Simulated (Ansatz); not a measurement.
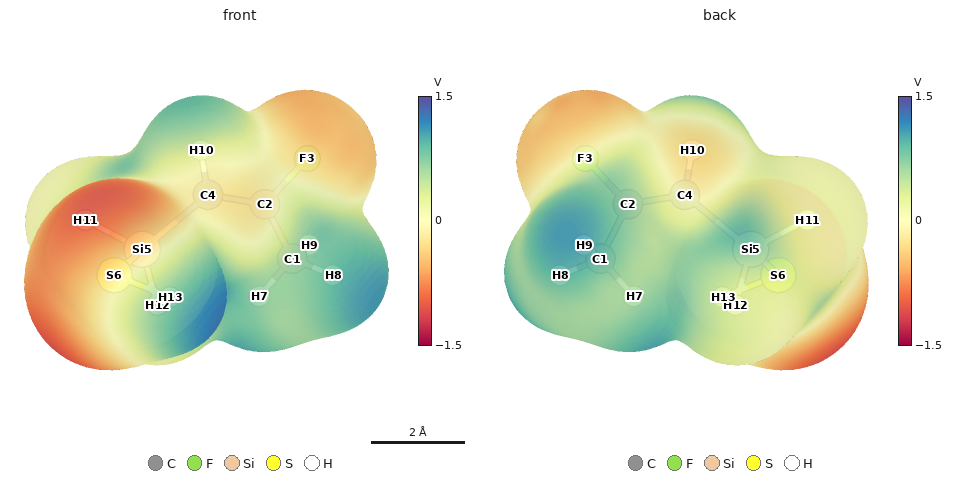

The picture shows: C$_{3}$H$_{7}$FSSi. The molecular electrostatic potential painted on the density surface at 0.002 e/bohr³, seen from the front and from behind; red is negative and blue positive.

Computed with RKS r2SCAN-D4/6-31G* in Ansatz 0.2.0.

```xyz
13

C    -0.8918    1.3286    1.0362
C     0.1820    0.3217    1.2494
F     0.8052    0.5424    2.4343
C     0.5956   -0.7029    0.4886
Si   -0.0568   -1.2098   -1.1635
S     1.4314   -1.0255   -2.7135
H    -1.4125    1.1742    0.0893
H    -0.4627    2.3390    1.0518
H    -1.6186    1.2761    1.8570
H     1.4273   -1.2798    0.8982
H    -0.3818   -2.6596   -1.1978
H    -1.2773   -0.4258   -1.5012
H     1.6805    0.2867   -2.5139
```

Question: Which sites attract a positive test charge, and which a negative one?

Answer: A positive charge is drawn to the negative regions and a negative charge to the positive ones. The most negative region (about −1.1 V) lies over S6, the most positive (about +1.3 V) over Si5 and H13.
